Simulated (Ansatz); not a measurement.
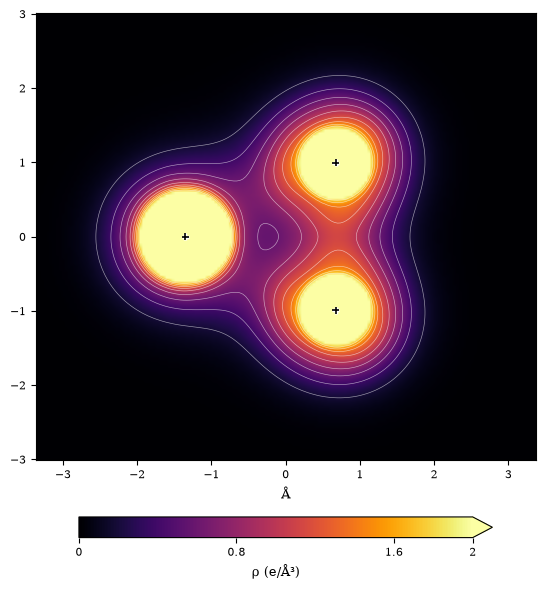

The electron density on a plane through atoms (crosses mark nuclei in the plane).

Theory: UKS PBE0-D4/def2-TZVP (Ansatz).

Candidates:
A. MgSi3 (triplet)
B. AsS2 (charge +1, triplet)
C. F3La (quintet)

> Which candidate gave the map?

Candidate B: AsS2 on the molecular plane, which holds As and S. S–S (1.99 Å): the density is about 1.1 e/Å³ at the midpoint. As–S (2.26 Å): ρ is about 0.7 e/Å³ halfway.
